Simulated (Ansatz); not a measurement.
Where the default PAW files enter, the runs use the earlier of Ansatz's two default sets.

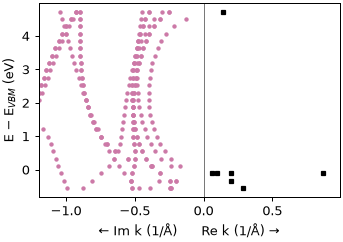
Complex bands at the centre of the two-dimensional zone; r2SCAN run with Ansatz (a first-principles code)

The gap is the functional's own. No spin-orbit coupling. Mid-gap values are those at the computed energy nearest the middle.

Q: This is ZrO$_{2}$ (P4_2/nmc, 6 atoms a cell, 11.3 Å³ an atom) along the normal of (100). Read off the slowest decay at the centre of the two-dimensional zone at 2.31 eV, the computed energy nearest the middle of the gap.

A: κ ≈ 0.40 1/Å, a decay length 1/(2κ) of the density of 1.3 Å.
